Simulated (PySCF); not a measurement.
```xyz
18

C     2.3132    1.2617   -0.6789
C     1.4920    1.1762    0.3526
C     0.7791   -0.0772    0.7362
C     0.6480   -0.2028    2.1514
N     0.5103   -0.2910    3.2848
Si   -0.9983   -0.0782   -0.0492
C    -1.8827   -1.6864    0.4432
P    -0.5785   -0.0910   -2.2556
H     2.7925    2.1869   -0.9481
H     2.5439    0.4046   -1.2917
H     1.2703    2.0426    0.9613
H     1.3138   -0.9506    0.3503
H    -1.7203    1.0947    0.4712
H    -2.9257   -1.6658    0.1438
H    -1.8467   -1.8386    1.5176
H    -1.4221   -2.5485   -0.0330
H    -1.9088   -0.0049   -2.6224
H    -0.3886    1.2748   -2.3650
```

Geometry: GFN2-xTB.

All numbers below come from wB97X-D/def2-SVPD, SCF density, gas phase (PySCF).

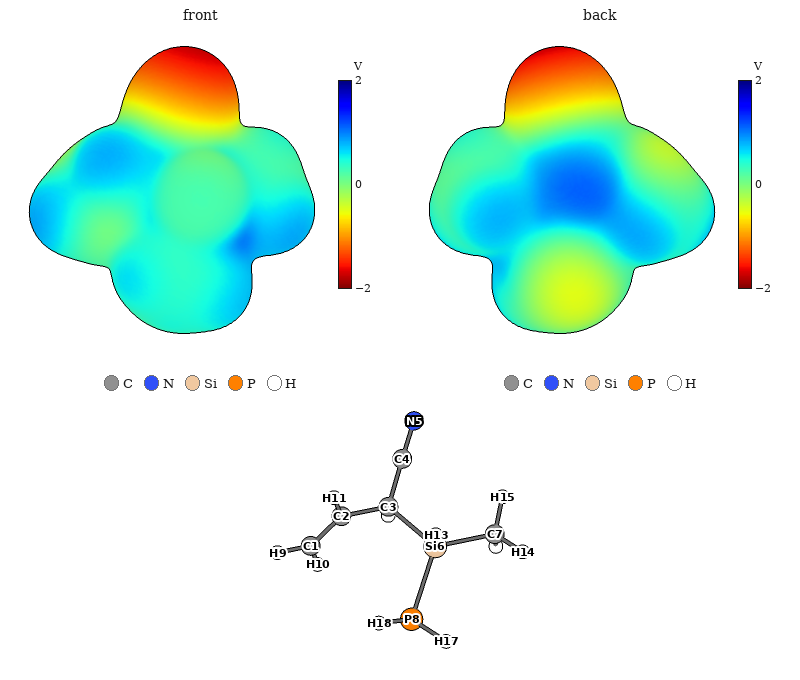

C5H10NPSi. The electrostatic potential painted on the density surface at 0.001 e/bohr³, seen from the front and from behind; red is negative and blue positive. The bare structure is drawn below in the same view.

Q: Where is the surface potential most negative and most positive?

A: The most negative region (about −1.7 V) lies over N5, the most positive (about +1.1 V) over H12. N5 is the likeliest acceptor of a hydrogen bond.

Q: What dipole moment does the calculation give?

A: Its dipole moment is 3.72 D.
